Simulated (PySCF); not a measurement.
## Electronic structure of C$_{6}$H$_{10}$NSi (SMILES [C]#C/C=C(\C)[SiH2]NC) (doublet) in real space

```yaml
atoms:
  - { symbol: C, position_ang: [3.5768, 0.6219, 1.7044] }
  - { symbol: C, position_ang: [2.4438, 0.3931, 1.3487] }
  - { symbol: C, position_ang: [1.2649, -0.1724, 0.8027] }
  - { symbol: C, position_ang: [0.8567, 0.0175, -0.4569] }
  - { symbol: C, position_ang: [1.6932, 0.7294, -1.4687] }
  - { symbol: Si, position_ang: [-0.8245, -0.6298, -1.0483] }
  - { symbol: N, position_ang: [-1.8084, -0.9166, 0.3306] }
  - { symbol: C, position_ang: [-2.1921, 0.1001, 1.2842] }
  - { symbol: H, position_ang: [0.6806, -0.7541, 1.5038] }
  - { symbol: H, position_ang: [1.1607, 1.5950, -1.8619] }
  - { symbol: H, position_ang: [2.6374, 1.0533, -1.0345] }
  - { symbol: H, position_ang: [1.9009, 0.0673, -2.3091] }
  - { symbol: H, position_ang: [-1.3368, 0.3702, -2.0022] }
  - { symbol: H, position_ang: [-0.6924, -1.9439, -1.6796] }
  - { symbol: H, position_ang: [-2.5149, -1.6322, 0.2539] }
  - { symbol: H, position_ang: [-2.3672, -0.3511, 2.2635] }
  - { symbol: H, position_ang: [-1.3866, 0.8256, 1.3739] }
  - { symbol: H, position_ang: [-3.1008, 0.6331, 0.9838] }
```

Geometry: GFN2-xTB.

Method: UKS B3LYP, pcH-1 on C H N Si, non-relativistic, mean-field spin-orbit, GIAO in PySCF.

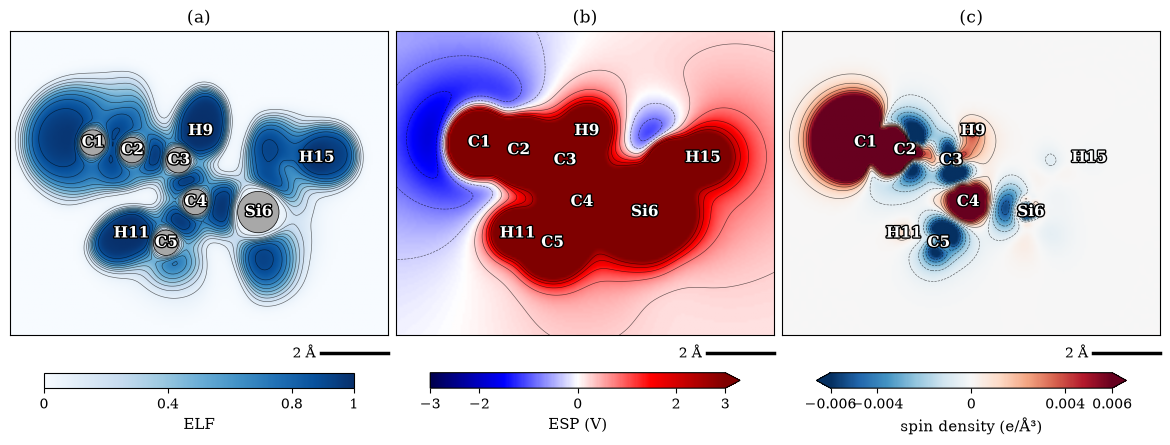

Figure 1. (a) ELF; (b) molecular electrostatic potential; (c) spin density (α minus β) on the plane of atoms C5, C4 and Si6. Grey discs cover the atomic cores in the ELF map.

Read the bonding off the picture.

Answer. The section cuts through C, Si and H sites.
C–C (1.21 Å): the ELF peaks at about 0.90 between the atoms; a short, multiple covalent bond.
C–Si (1.90 Å): the ELF peaks at about 1 between the atoms; localised, covalent bonding.
C–C (1.34 Å): the ELF peaks at about 0.95 between the atoms (a multiple bond).
C–H (1.08 Å): the ELF climbs to about 1 towards the hydrogen, as it does in any bond to H: an ordinary covalent bond to hydrogen.
The ELF also peaks beside N7 and C1, away from the bonds: non-bonding electrons, paired or unpaired.
The unpaired spin (1 electron) lies mostly on C1 (about 0.5), C2 (about 0.2) and C4 (about 0.2), in electrons by Hirshfeld's partition.
Outside the dense part of the molecule the potential is most negative (−1.8 V) near C1.

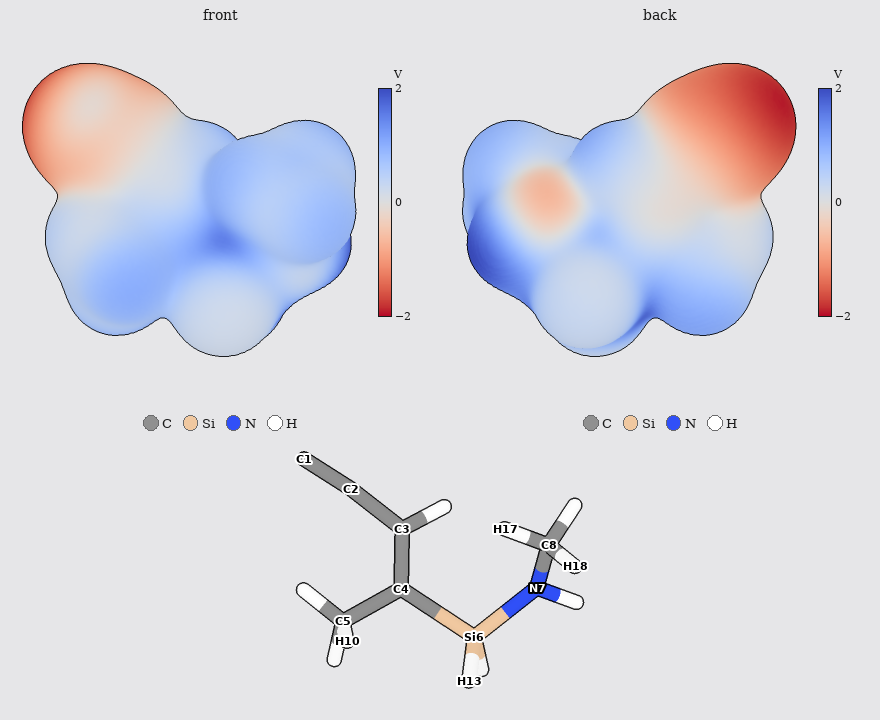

Figure 2. The molecular electrostatic potential painted on the density surface at 0.002 e/bohr³, seen from the front and from behind; the colour scale runs from red (negative) to blue (positive). The bare structure is drawn below in the same view.

Which sites attract a positive test charge, and which a negative one?

Answer. A positive charge is drawn to the negative regions and a negative charge to the positive ones. The most negative region (about −1.9 V) lies over C1, the most positive (about +1.9 V) over H15.
